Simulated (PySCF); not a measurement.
System: C3H14N2Si2 (SMILES CCCN[SiH2][SiH2]N).

Input

```
{"job": {"kind": "nmr", "xc": "PBE0", "basis": "pcSseg-1"}, "charge": 0, "multiplicity": 1}
C     -3.698405    -0.158066     0.265621
C     -2.245717    -0.378615    -0.134027
C     -1.391951     0.870968     0.093245
N     -0.018661     0.699873    -0.306275
Si     1.187709     0.037650     0.724805
Si     3.108365     0.037916    -0.522559
N      4.332749    -0.554664     0.539174
H     -4.284144    -1.057435     0.090420
H     -4.134363     0.653779    -0.312958
H     -3.767933     0.098427     1.320094
H     -1.819890    -1.199357     0.446025
H     -2.193108    -0.655442    -1.190460
H     -1.397388     1.126105     1.154371
H     -1.827800     1.711704    -0.461120
H      0.052602     0.530631    -1.298467
H      0.839954    -1.300427     1.271497
H      1.156703     0.909295     1.909303
H      3.642561     1.337471    -0.944834
H      3.004443    -0.742842    -1.779601
H      5.287890    -0.558477     0.219393
H      4.157464    -1.391551     1.070585
```

Run with:

```sh
OMP_NUM_THREADS=1 python probes_run.py task.json out
```

Geometry: GFN2-xTB.

The calculation used PBE0/pcSseg-1, SCF density, gas phase, non-relativistic in PySCF 2.14.0.

> What will maps of the electron density and electron localisation function show?

C–N (1.44 Å): ρ at the midpoint is about 1.9 e/Å³; the ELF peaks at about 0.90 between the atoms; a covalent bond.
Si–N (1.72 Å): the density is about 1.1 e/Å³ at the midpoint; the ELF peaks at about 0.90 between the atoms: a shared but strongly polarised pair.
Si–Si (2.29 Å): ρ is about 0.71 e/Å³ halfway; the ELF peaks at about 1 between the atoms (a shared electron pair).
N–H (1.01 Å): ρ at the midpoint is about 2.8 e/Å³; the ELF climbs to about 1 towards the hydrogen, as it does in any bond to H; a covalent bond by its length.

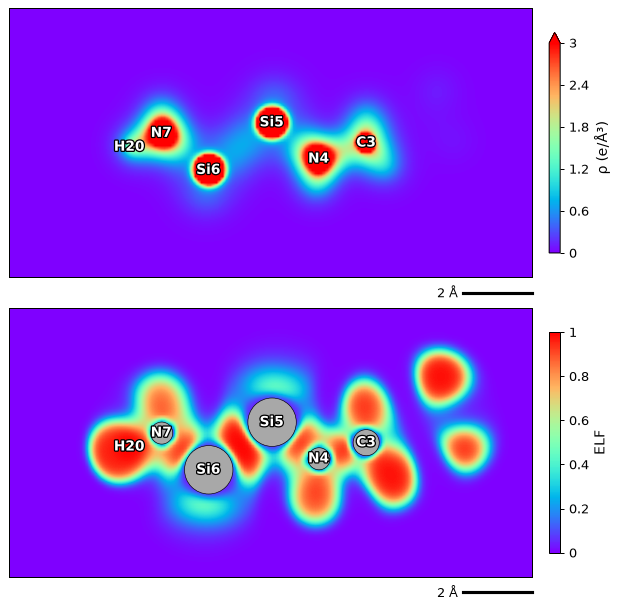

Computed electron density and electron localisation function on the plane of atoms C3, N4 and Si5, in this order. Grey discs cover the atomic cores in the ELF map. 
